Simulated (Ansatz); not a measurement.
## F on Ni(111): change of the work function

Wanted: Δφ(θ) for F/Ni(111), starting from the fcc site.

Main program and level: Ansatz 0.2.0; plane-wave DFT, PBE, Ansatz PAW.

**1. The starting structure**

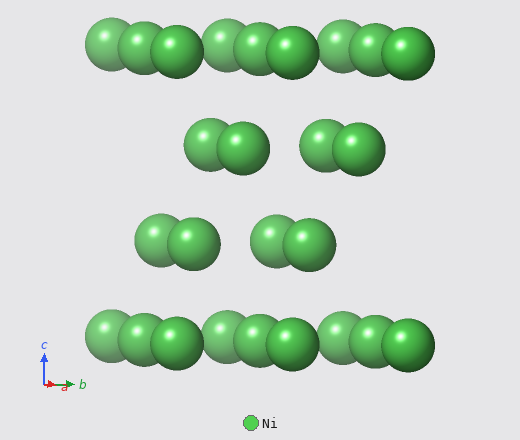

The starting structure, seen from the side, with the c axis up (nickel green). 2×2×1 cells are drawn. Some periodic images of atoms are drawn too.

The cell holds 4 atoms: 4 Ni. Its edges and angles: a = 2.489 Å, b = 2.489 Å, c = 24.097 Å, α = 90.0°, β = 90.0°, γ = 60.0°. Vacuum lies along c.

**2. The clean slab**

The bare slab comes first, as the zero from which every change is counted. The two lowest layers are held at bulk places and the upper ones relax. The dipole correction removes the false field that a one-sided slab makes across the periodic vacuum, so each face gets a flat vacuum level of its own.

Contents of input.yaml:

```yaml
crystal:
  lattice:
    - [2.4890158698, 0.0, 0.0]
    - [1.2445079349, 2.1555509736, 0.0]
    - [0.0, 0.0, 24.0968188426]
  atoms:
    - { symbol: Ni, position: [0.0, 0.0, 0.3734932839], spin: 0.7 }
    - { symbol: Ni, position: [0.3333333333, 0.3333333333, 0.4578310946], spin: 0.7 }
    - { symbol: Ni, position: [0.6666666667, 0.6666666667, 0.5421689054], spin: 0.7 }
    - { symbol: Ni, position: [0.0, 0.0, 0.6265067161], spin: 0.7 }
magnetization:
  spin_polarized: true
kpoints:
  mp_grid: { grid: [12, 12, 1] }
hamiltonian:
  xc: pbe
scf:
  occupations: { method: fermi_dirac, width: 0.1 }
  convergence: { dr2_threshold: 1.0e-08 }
efield:
  axis: 3
  dipole_correction: true
  ramp_position: 0.97
  ramp_width: 0.06
relax:
  f_tol: 0.02
  max_steps: 60
  constraints: [{ sites: [0, 1] }]
output:
  write_potential: true
  write_density: true
  volumetric_format: npy
```

Run with:

```bash
> ansatz run input.yaml --threads 4 --pin off --max-ram 16384MiB --backend cpu --events-out ev --progress --plain --runs-dir out
```

Numbers of over 12 decimals in the logs are rounded to 6 here.

The log of the run:

```text
Engine: ansatz 0.2.0, aarch64-unknown-linux-gnu
Pseudopotentials: kind: paw
Pseudopotential: Ni, paw, valence charge 18, recommended cutoff 420 eV (normal), Ni.paw.azcp
Functional definition: PBE
  parameter kappa = 0.804
  parameter beta = 0.066725
  exchange = pbe_x(kappa = kappa, mu = beta*pi^2/3)
  correlation = pbe_c(beta = beta)
Crystal: 4 atoms, lattice volume = 129.284 Å³
Basis set: ecut = 420 eV, 2439 PW (Γ), exchange–correlation on 36×36×324 points (8 copies of the dense FFT grid, shifted against one another)
Bands: 45, of which v1, the nominal top of the filled ones, is band 36 counted from 1 (35 counted from 0)
Symmetry: 6 space group operations
k-points: 19 of 144 (time reversal used)
Non-local potential: Ni, projectors of the file, l = 0: 3, l = 1: 2, l = 2: 3, l = 3: 1
PAW form: soft (Blöchl's): semilocal exchange-correlation on the pseudo side does not see the compensation charge
PAW one-centre angular grid: Ni, 590 points (default); XC on 64 Gauss nodes
Initial density: superposition of atomic densities (neutral atoms: chi_scale 0, normalization atom)
Starting moments: Σ|m| = 2.8 μB on 4 of 4 sites
Initial wavefunctions: pseudopotential atomic-orbital guess
Functional: x = pbe(κ = 0.804, μ = 0.219515), c = pbe(β = 0.066725)
SCF iter   1: F=—  HF=-23353.905145 eV  |F-HF|=—  |Δ(HF+E_count)|=         —  Δρ=2.86e-2 (↑1.12e-2 ↓2.86e-2)  dr2=2.62e0  dr2_m=2.76e-1  M=2.997 μB ∫|m|=3.146 μB  β_m=1.00  ethr=3.10e-3  p=0.000 e·Å  D=3.58e-13 V/Å  ΔV_dip=-0.00 eV  dr2_dipole=4.80e-7  V_vac-E_F(+/−)=7.25/7.25 eV  ⟨swp⟩=10.9  Hψ=8806  notcnv=0  defer=16
Mixer restart at iter 1: flushing history
efield: sawtooth ramp at fractional position 0.9700 (set: `efield.ramp_position`, or a place that a band, a saddle search or an elastic batch's reference lends), width 0.0600; the density the first Hamiltonian is built on has a dipole p = 0.000 e·Å; the dipole correction subtracts the counter field D = 3.58e-13 V/Å, which shifts the + side's vacuum level by -0.00 eV against the − side's; the planar-averaged density in the ramp window peaks in size at 7.6e-6 e/Å³
preconditioner: auto → LDOS  [metal: Δε(μ)=0.005 eV  Ē_g=7.174 eV  σ=0.100 eV  W_gap=0.01  n_scr=18 (ndim 8)  ℏωp=20.7 eV  f_vac=0.604  D(μ)=7.90/eV (n_scr^D=102)]
spin=Collinear: LDOS preconditioning applied to the charge; magnetization (m = ρ↑ − ρ↓) channel mixes plain (no charge-response kernel on spin).
SCF iter   2: F=—  HF=-23354.537091 eV  |F-HF|=—  |Δ(HF+E_count)|=   6.32e-1  Δρ=1.21e-2 (↑1.21e-2 ↓9.37e-3)  dr2=4.70e-1  dr2_m=6.08e-3  M=2.950 μB ∫|m|=3.239 μB  β_m=0.32  ethr=3.10e-3  p=-0.000 e·Å  D=-1.18e-5 V/Å  ΔV_dip=0.00 eV  dr2_dipole=1.68e-7  V_vac-E_F(+/−)=6.45/6.45 eV  ⟨swp⟩=2.3  Hψ=2954  notcnv=0  defer=39
density mixer auto → msr1: a metal under ldos (density of states about μ 3.85 of a free-electron gas's, 18 screened modes)
SCF iter   3: F=—  HF=-23355.900691 eV  |F-HF|=—  |Δ(HF+E_count)|=    1.36e0  Δρ=6.31e-3 (↑6.31e-3 ↓4.98e-3)  dr2=1.22e-1  dr2_m=5.55e-3  M=2.942 μB ∫|m|=3.263 μB  β_m=0.52  ethr=6.53e-4  p=-0.000 e·Å  D=-2.13e-7 V/Å  ΔV_dip=0.00 eV  dr2_dipole=6.03e-9  V_vac-E_F(+/−)=6.01/6.01 eV  ⟨swp⟩=3.0  Hψ=2841  notcnv=0  defer=40
SCF iter   4: F=—  HF=-23357.393574 eV  |F-HF|=—  |Δ(HF+E_count)|=         —  Δρ=6.98e-3 (↑4.12e-3 ↓6.98e-3)  dr2=1.03e-1  dr2_m=3.75e-3  M=2.826 μB ∫|m|=3.215 μB  β_m=0.52  ethr=1.70e-4  p=-0.000 e·Å  D=-2.46e-6 V/Å  ΔV_dip=0.00 eV  dr2_dipole=3.15e-9  V_vac-E_F(+/−)=5.44/5.44 eV  ⟨swp⟩=3.7  Hψ=3872  notcnv=0  defer=38
SCF iter   5: F=—  HF=-23357.642354 eV  |F-HF|=—  |Δ(HF+E_count)|=   2.49e-1  Δρ=4.88e-3 (↑1.50e-3 ↓4.88e-3)  dr2=3.19e-2  dr2_m=5.57e-3  M=2.736 μB ∫|m|=3.135 μB  β_m=0.76  ethr=1.43e-4  p=0.000 e·Å  D=1.02e-6 V/Å  ΔV_dip=-0.00 eV  dr2_dipole=4.32e-9  V_vac-E_F(+/−)=5.26/5.26 eV  ⟨swp⟩=2.4  Hψ=2763  notcnv=0  defer=40
SCF iter   6: F=—  HF=-23357.693928 eV  |F-HF|=—  |Δ(HF+E_count)|=   5.16e-2  Δρ=2.88e-3 (↑1.47e-3 ↓2.88e-3)  dr2=1.26e-2  dr2_m=1.52e-3  M=2.669 μB ∫|m|=3.070 μB  β_m=0.86  ethr=4.44e-5  p=-0.000 e·Å  D=-5.89e-6 V/Å  ΔV_dip=0.00 eV  dr2_dipole=2.14e-8  V_vac-E_F(+/−)=5.15/5.15 eV  ⟨swp⟩=2.2  Hψ=2708  notcnv=0  defer=40
SCF iter   7: F=—  HF=-23357.694448 eV  |F-HF|=—  |Δ(HF+E_count)|=   5.20e-4  Δρ=2.31e-3 (↑1.35e-3 ↓2.31e-3)  dr2=9.68e-3  dr2_m=5.46e-4  M=2.662 μB ∫|m|=3.065 μB  β_m=0.72  ethr=1.75e-5  p=0.000 e·Å  D=1.37e-5 V/Å  ΔV_dip=-0.00 eV  dr2_dipole=5.06e-8  V_vac-E_F(+/−)=5.06/5.06 eV  ⟨swp⟩=2.7  Hψ=3609  notcnv=0  defer=46
SCF iter   8: F=—  HF=-23357.693229 eV  |F-HF|=—  |Δ(HF+E_count)|=   1.22e-3  Δρ=4.06e-4 (↑1.85e-4 ↓4.06e-4)  dr2=3.64e-4  dr2_m=1.71e-5  M=2.660 μB ∫|m|=3.064 μB  β_m=0.68  ethr=1.34e-5  p=-0.000 e·Å  D=-3.62e-6 V/Å  ΔV_dip=0.00 eV  dr2_dipole=1.02e-8  V_vac-E_F(+/−)=5.09/5.09 eV  ⟨swp⟩=2.0  Hψ=2577  notcnv=0  defer=48
SCF iter   9: F=—  HF=-23357.693190 eV  |F-HF|=—  |Δ(HF+E_count)|=   3.90e-5  Δρ=1.79e-4 (↑7.00e-5 ↓1.79e-4)  dr2=3.02e-5  dr2_m=1.70e-5  M=2.661 μB ∫|m|=3.067 μB  β_m=0.69  ethr=5.05e-7  p=0.000 e·Å  D=3.89e-6 V/Å  ΔV_dip=-0.00 eV  dr2_dipole=1.53e-8  V_vac-E_F(+/−)=5.09/5.09 eV  ⟨swp⟩=3.2  Hψ=3585  notcnv=0  defer=48
SCF iter  10: F=—  HF=-23357.693186 eV  |F-HF|=—  |Δ(HF+E_count)|=   3.73e-6  Δρ=5.06e-5 (↑4.29e-5 ↓5.06e-5)  dr2=1.84e-6  dr2_m=2.32e-6  M=2.661 μB ∫|m|=3.067 μB  β_m=0.80  ethr=4.19e-8  p=-0.000 e·Å  D=-3.67e-6 V/Å  ΔV_dip=0.00 eV  dr2_dipole=5.53e-9  V_vac-E_F(+/−)=5.08/5.08 eV  ⟨swp⟩=2.1  Hψ=2621  notcnv=0  defer=48
SCF iter  11: F=—  HF=-23357.693187 eV  |F-HF|=—  |Δ(HF+E_count)|=   9.70e-7  Δρ=2.05e-5 (↑1.28e-5 ↓2.05e-5)  dr2=6.07e-7  dr2_m=1.91e-7  M=2.661 μB ∫|m|=3.067 μB  β_m=0.87  ethr=2.55e-9  p=0.000 e·Å  D=7.88e-6 V/Å  ΔV_dip=-0.00 eV  dr2_dipole=2.87e-8  V_vac-E_F(+/−)=5.08/5.08 eV  ⟨swp⟩=2.1  Hψ=2535  notcnv=0  defer=48
SCF iter  12: F=—  HF=-23357.693187 eV  |F-HF|=—  |Δ(HF+E_count)|=   2.51e-7  Δρ=1.80e-5 (↑1.51e-5 ↓1.80e-5)  dr2=9.33e-7  dr2_m=1.72e-8  M=2.661 μB ∫|m|=3.067 μB  β_m=0.65  ethr=8.43e-10  p=-0.000 e·Å  D=-1.24e-5 V/Å  ΔV_dip=0.00 eV  dr2_dipole=7.47e-8  V_vac-E_F(+/−)=5.08/5.08 eV  ⟨swp⟩=2.5  Hψ=3401  notcnv=0  defer=48
SCF iter  13: F=—  HF=-23357.693187 eV  |F-HF|=—  |Δ(HF+E_count)|=   2.13e-7  Δρ=3.08e-6 (↑2.15e-6 ↓3.08e-6)  dr2=3.91e-8  dr2_m=2.54e-9  M=2.661 μB ∫|m|=3.067 μB  β_m=0.82  ethr=8.43e-10  p=-0.000 e·Å  D=-2.09e-6 V/Å  ΔV_dip=0.00 eV  dr2_dipole=9.96e-9  V_vac-E_F(+/−)=5.08/5.08 eV  ⟨swp⟩=2.1  Hψ=2507  notcnv=0  defer=48
[...]
density mixer auto → msr1: a metal under ldos (density of states about μ 3.54 of a free-electron gas's, 18 screened modes)
SCF iter   3: F=—  HF=-23357.695252 eV  |F-HF|=—  |Δ(HF+E_count)|=   3.47e-6  Δρ=3.61e-4 (↑3.61e-4 ↓2.26e-4)  dr2=1.98e-4  dr2_m=3.76e-5  M=2.664 μB ∫|m|=3.069 μB  β_m=0.44  ethr=1.15e-6  p=0.001 e·Å  D=1.05e-3 V/Å  ΔV_dip=-0.03 eV  dr2_dipole=3.96e-5  V_vac-E_F(+/−)=5.05/5.08 eV  ⟨swp⟩=1.8  Hψ=2163  notcnv=0  defer=48
SCF iter   4: F=—  HF=-23357.695307 eV  |F-HF|=—  |Δ(HF+E_count)|=   5.46e-5  Δρ=1.71e-4 (↑1.71e-4 ↓1.57e-4)  dr2=3.30e-5  dr2_m=2.06e-5  M=2.663 μB ∫|m|=3.067 μB  β_m=0.46  ethr=2.74e-7  p=0.001 e·Å  D=8.26e-4 V/Å  ΔV_dip=-0.02 eV  dr2_dipole=2.43e-8  V_vac-E_F(+/−)=5.06/5.08 eV  ⟨swp⟩=1.5  Hψ=1921  notcnv=0  defer=48
SCF iter   5: F=—  HF=-23357.695322 eV  |F-HF|=—  |Δ(HF+E_count)|=   1.50e-5  Δρ=7.39e-5 (↑5.22e-5 ↓7.39e-5)  dr2=5.11e-6  dr2_m=4.02e-6  M=2.662 μB ∫|m|=3.067 μB  β_m=0.61  ethr=4.58e-8  p=0.000 e·Å  D=6.00e-4 V/Å  ΔV_dip=-0.01 eV  dr2_dipole=8.35e-7  V_vac-E_F(+/−)=5.07/5.08 eV  ⟨swp⟩=2.1  Hψ=2952  notcnv=0  defer=48
SCF iter   6: F=—  HF=-23357.695328 eV  |F-HF|=—  |Δ(HF+E_count)|=   6.07e-6  Δρ=4.54e-5 (↑4.33e-5 ↓4.54e-5)  dr2=5.56e-6  dr2_m=7.72e-7  M=2.661 μB ∫|m|=3.066 μB  β_m=0.57  ethr=7.10e-9  p=0.000 e·Å  D=4.49e-4 V/Å  ΔV_dip=-0.01 eV  dr2_dipole=1.56e-7  V_vac-E_F(+/−)=5.07/5.08 eV  ⟨swp⟩=3.1  Hψ=3518  notcnv=0  defer=48
SCF iter   7: F=—  HF=-23357.695328 eV  |F-HF|=—  |Δ(HF+E_count)|=   4.70e-7  Δρ=2.52e-5 (↑2.52e-5 ↓1.49e-5)  dr2=2.59e-6  dr2_m=2.45e-7  M=2.661 μB ∫|m|=3.065 μB  β_m=0.52  ethr=7.10e-9  p=0.000 e·Å  D=3.65e-4 V/Å  ΔV_dip=-0.01 eV  dr2_dipole=9.20e-7  V_vac-E_F(+/−)=5.07/5.08 eV  ⟨swp⟩=2.1  Hψ=2796  notcnv=0  defer=48
SCF iter   8: F=—  HF=-23357.695328 eV  |F-HF|=—  |Δ(HF+E_count)|=   1.08e-7  Δρ=1.02e-5 (↑9.82e-6 ↓1.02e-5)  dr2=4.18e-8  dr2_m=1.01e-7  M=2.661 μB ∫|m|=3.065 μB  β_m=0.69  ethr=3.59e-9  p=0.000 e·Å  D=3.80e-4 V/Å  ΔV_dip=-0.01 eV  dr2_dipole=2.27e-9  V_vac-E_F(+/−)=5.07/5.08 eV  ⟨swp⟩=2.4  Hψ=2355  notcnv=0  defer=48
SCF iter   9: F=—  HF=-23357.695329 eV  |F-HF|=—  |Δ(HF+E_count)|=   1.88e-7  Δρ=4.90e-6 (↑4.07e-6 ↓4.90e-6)  dr2=1.37e-7  dr2_m=1.16e-8  M=2.660 μB ∫|m|=3.065 μB  β_m=0.62  ethr=5.81e-11  p=0.000 e·Å  D=3.76e-4 V/Å  ΔV_dip=-0.01 eV  dr2_dipole=2.33e-9  V_vac-E_F(+/−)=5.07/5.08 eV  ⟨swp⟩=3.1  Hψ=3695  notcnv=0  defer=48
SCF iter  10: F=—  HF=-23357.695329 eV  |F-HF|=—  |Δ(HF+E_count)|=   1.76e-9  Δρ=2.50e-6 (↑2.50e-6 ↓2.27e-6)  dr2=2.53e-8  dr2_m=3.14e-9  M=2.660 μB ∫|m|=3.065 μB  β_m=0.56  ethr=5.81e-11  p=0.000 e·Å  D=3.70e-4 V/Å  ΔV_dip=-0.01 eV  dr2_dipole=7.75e-9  V_vac-E_F(+/−)=5.07/5.08 eV  ⟨swp⟩=2.3  Hψ=3262  notcnv=0  defer=48
SCF iter  11: F=—  HF=-23357.695329 eV  |F-HF|=—  |Δ(HF+E_count)|=   3.96e-9  Δρ=1.37e-6 (↑1.37e-6 ↓1.25e-6)  dr2=3.07e-9  dr2_m=1.07e-9  M=2.660 μB ∫|m|=3.065 μB  β_m=0.56  ethr=3.52e-11  p=0.000 e·Å  D=3.74e-4 V/Å  ΔV_dip=-0.01 eV  dr2_dipole=4.12e-10  V_vac-E_F(+/−)=5.07/5.08 eV  ⟨swp⟩=2.0  Hψ=2494  notcnv=0  defer=48
SCF iter  12: F=—  HF=-23357.695329 eV  |F-HF|=—  |Δ(HF+E_count)|=  3.27e-11  Δρ=9.58e-7 (↑9.58e-7 ↓4.74e-7)  dr2=1.33e-9  dr2_m=5.63e-10  M=2.660 μB ∫|m|=3.065 μB  β_m=0.78  ethr=4.27e-12  p=0.000 e·Å  D=3.75e-4 V/Å  ΔV_dip=-0.01 eV  dr2_dipole=6.93e-11  V_vac-E_F(+/−)=5.07/5.08 eV  ⟨swp⟩=2.1  Hψ=2475  notcnv=0  defer=48
SCF iter  13: F=—  HF=-23357.695329 eV  |F-HF|=—  |Δ(HF+E_count)|=   1.54e-9  Δρ=2.68e-6 (↑4.01e-7 ↓2.68e-6)  dr2=1.69e-8  dr2_m=1.71e-9  M=2.660 μB ∫|m|=3.065 μB  β_m=0.89  ethr=1.84e-12  p=0.000 e·Å  D=3.77e-4 V/Å  ΔV_dip=-0.01 eV  dr2_dipole=1.12e-11  V_vac-E_F(+/−)=5.07/5.08 eV  ⟨swp⟩=2.0  Hψ=2430  notcnv=0  defer=48
SCF iter  14: F=-23357.695329 eV  HF=-23357.695329 eV  |F-HF|=3.15e-9  |Δ(HF+E_count)|=  7.89e-10  Δρ=9.53e-7 (↑4.16e-7 ↓9.53e-7)  dr2=3.21e-9  dr2_m=1.09e-10  M=2.660 μB ∫|m|=3.065 μB  ethr=1.84e-12  p=0.000 e·Å  D=3.78e-4 V/Å  ΔV_dip=-0.01 eV  dr2_dipole=6.19e-10  V_vac-E_F(+/−)=5.07/5.08 eV  ⟨swp⟩=6.3  Hψ=10600  notcnv=0
SCF 3 converged in 14 iterations: F = -23357.695329 eV  dr2 = 3.21e-9
relax step   3: F+E_penalty+E_count = -23357.69532856 eV  Δ(F+E_penalty+E_count) = -7.170e-4 eV  max|allowed force component| = 2.492e-3 eV/Å  Δτ_max = 0.0193 Å  (14 SCF iters, accepted)
NSCF: frozen V_eff on 19 k-points
the band table was solved once a step of the walk had ended and its energy, with any forces and stress, was formed, with the checks that follow a solve (9208 applications of the Hamiltonian). They found nothing against the state; the energy, forces and stress were not computed again (output.eigenvalues in the input reference)
WARN: The output density's exchange-correlation potential varies sharply where the density is thin. Do not read a vacuum level from v_tot or v_xc, or from such a field of the output density. On a cell that repeats whose density bears no net charge and no dipole along the vacuum's axis use v_es (v_loc + v_h of the components); under efield.dipole_correction with no amplitude use v_es + v_field, which holds any externa [...]
SCF converged after 14 iterations
Magnetization: 2.6604 μB (37.3302 up, 34.6698 down)
Absolute magnetization: 3.0681 μB (∫|ρ↑−ρ↓|, with the PAW one-centre terms)
Spin contamination: 0.0397 ħ² per cell (⟨S²⟩ above its minimum at these occupations)
Per-site moments (μB) at R_I (Å): [(0.697093, 1.026719), (0.715500, 1.024444), (0.716982, 1.017614), (0.700574, 1.017614)]
Free energy (F): -23357.695329 eV
Harris-Foulkes:  -23357.695329 eV  (|F-HF|=3.15e-9)
Internal energy: -23357.459514 eV  (E = F + TS)
E sigma→0 (E₀):  -23357.577421 eV
Entropy (-TS):   -0.235815 eV (-58.954 meV/atom)
Fermi energy:    2.806611 eV
Dipole field:    D = 0.000420 V/Å  (p = 0.000300 e·Å, saw-weighted, corrected)
Work function:   Φ+ = 5.0720 eV   Φ− = 5.0821 eV
Levels:          The Fermi level and band energies are counted from a zero that moves with the ramp; work functions are not
--- Per-component energies (eV) ---
  E_band       = -2233.047890
  E_kinetic    = 1126.070206
  E_local      = -172553.846970  (includes V_loc(G=0)·N_el)
  E_nonlocal   = 2547.333296
  E_hartree    = 84594.354199
  E_xc         = -336.334423
  E_vxc        = -433.429848  (∫ρ·V_xc dr)
  E_paw        = -6522.740071  (= ΣΔE_a)
  E_vpaw       = -2107.890488  (= ΣTr[D̂ρ^β])
  E_aug_tail   = 0.002094  (compensation charges beyond the density's cutoff)
  E_efield     = 0.000000  (sawtooth field / dipole correction)
  E_vefield    = 0.000307  (∫n·V_field dr)
  E_ewald      = 67787.702154
  E_smearing   = -0.235815  (= −TS)
  E_closure    = -0.000000  (closes the sum)
  Σ components = -23357.695329   (vs F -23357.695329, Δ=0.00e0)
--- Forces (eV/Å), atoms counted from 1 ---
  atom   1  Ni    -0.00000000    -0.00000000     0.14360102
  atom   2  Ni    -0.00000000     0.00000000    -0.14452175
  atom   3  Ni     0.00000000    -0.00000000    -0.00158484
  atom   4  Ni     0.00000000     0.00000000     0.00249224
  max |Σ_I F_I| component: 1.33e-5 eV/Å
--- Band table (eV; the first three rows and the last of 38) ---
  k-point 0 ↑: bands = [... 32 lower, 1.4980, 1.6464, 1.6464, 2.0208, 2.0208, 2.1301, 2.1788, 2.1788, ... 5 higher]
  k-point 1 ↑: bands = [... 32 lower, 1.4402, 1.5080, 1.6627, 1.6938, 1.8504, 2.0182, 2.1827, 2.7997, ... 5 higher]
  k-point 2 ↑: bands = [... 32 lower, 1.2167, 1.3936, 1.5035, 1.6730, 2.0108, 2.1822, 2.1914, 3.6577, ... 5 higher]
  k-point 18 ↓: bands = [... 32 lower, 2.7441, 2.8850, 2.8850, 2.8927, 7.8453, 8.0826, 8.0958, 8.8517, ... 5 higher]
--- Relaxed structure (3 steps of the walk, 3 accepted, 0 SCFs on fresh bases) ---
  F+E_penalty+E_count = -23357.69532856 eV   max|allowed force component| = 2.492e-3 eV/Å
  atoms:
    - { symbol: Ni, position: [0.0, 0.0, 0.373493] }
    - { symbol: Ni, position: [0.333333, 0.333333, 0.4578310946] }
    - { symbol: Ni, position: [0.666667, 0.666667, 0.541888] }
    - { symbol: Ni, position: [0, 0.0, 0.625102] }
```

It took 34 s on 4 threads of Arm Neoverse V1, shared host; peak memory 0.53 GiB.

Step by step:

```
step  energy less that of the first step (eV)  largest force component (eV/Å)
   1                                   0.0000                          0.1468
   2                                  -0.0014                          0.0868
   3                                  -0.0021                          0.0025
```

Forces are held to the 6 operations that the run works with; a distortion that breaks them can't arise in this run.

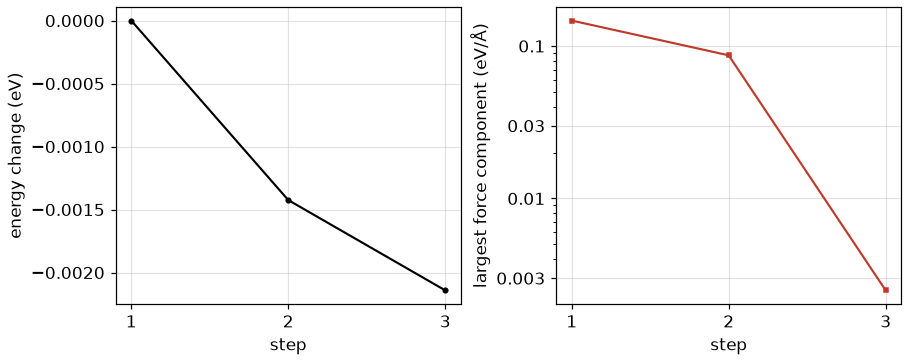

Energy and largest force along the relaxation.

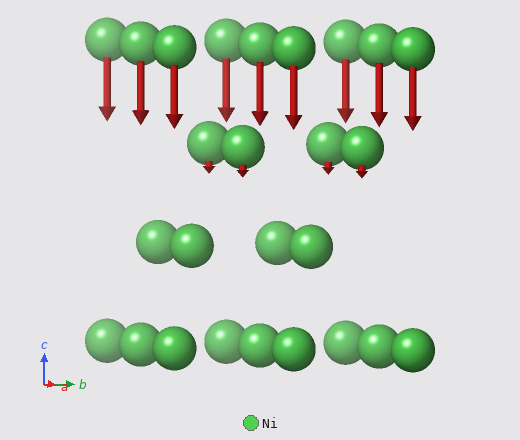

Displacements in the relaxation, exaggerated; the longest in the cell stands for 0.03 Å. 2×2×1 cells are drawn. Some periodic images of atoms are drawn too.

The atoms that moved most (Å):

```
atom     dx     dy      dz  length
 Ni4  0.000  0.000  -0.034   0.034
 Ni3  0.000  0.000  -0.007   0.007
```

This step gave:

```
energy at zero smearing   : -23357.5774 eV
total moment              : 2.660 μB
site moments              : 0.6971, 0.7155, 0.7170, 0.7006 μB
work function, upper face : 5.072 eV
dipole along the normal   : 3.00e-4 e·Å
```

Running mean over 2.032 Å of the planar mean; the ramp of the sawtooth is left out. The electron's electrostatic potential energy less the Fermi level by z:

```
z (Å)  electron's electrostatic potential energy less the Fermi level (eV)
    4                                                                 5.08
    6                                                                 5.03
    8                                                                -3.19
   10                                                                -10.3
   12                                                                -10.5
   14                                                                -10.6
   16                                                                -3.97
   18                                                                 5.01
   20                                                                 5.07
```

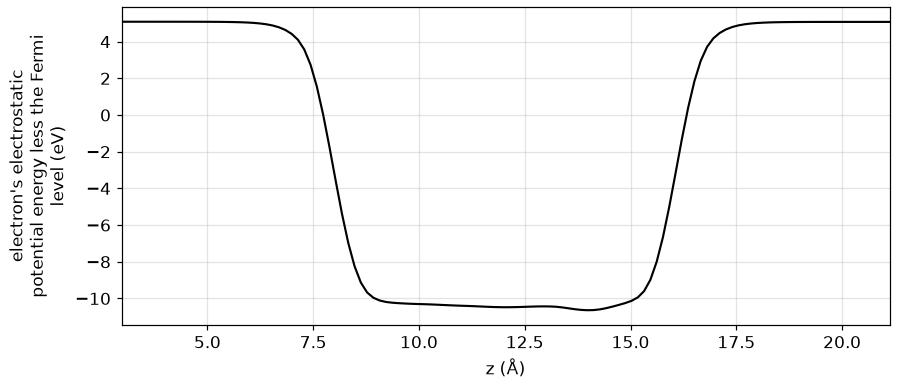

Electron's electrostatic potential energy less the Fermi level against z.

Site moment by atom:

```
atom  site moment (μB)
 Ni1             0.697
 Ni2             0.716
 Ni3             0.717
 Ni4             0.701
```

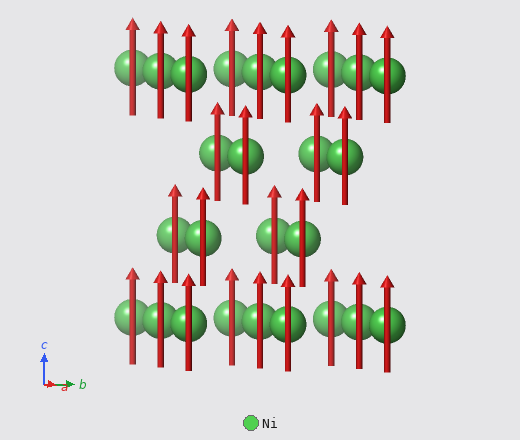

Site moment as arrows, the longest 0.717 μB. Up and down stand for the sign. Arrows give size and sign along the axis of quantisation, drawn up and down the page. 2×2×1 cells are drawn. Some periodic images of atoms are drawn too.

The relaxation took 3 steps and lowered the energy by 0.0021 eV; the largest force on the free atoms ends at 0.0025 eV/Å.

The work function of the upper face is 5.07 eV.

[end of part 1 of 4]

[Logs are printed without paths, hosts, clocks, repeated set-up lines and the standing remarks that a program may print on its own settings, such as how far it seeks lower states.]

[Hosts, paths, dates, database ids (printed as entryN), source tags and the programs' standing remarks are cut or masked in the printed files.]

[Maps of the electrostatic potential energy from Ansatz leave out the sawtooth potential of an applied field or a dipole correction, so their vacuum need not be flat; planar profiles and work functions include it.]
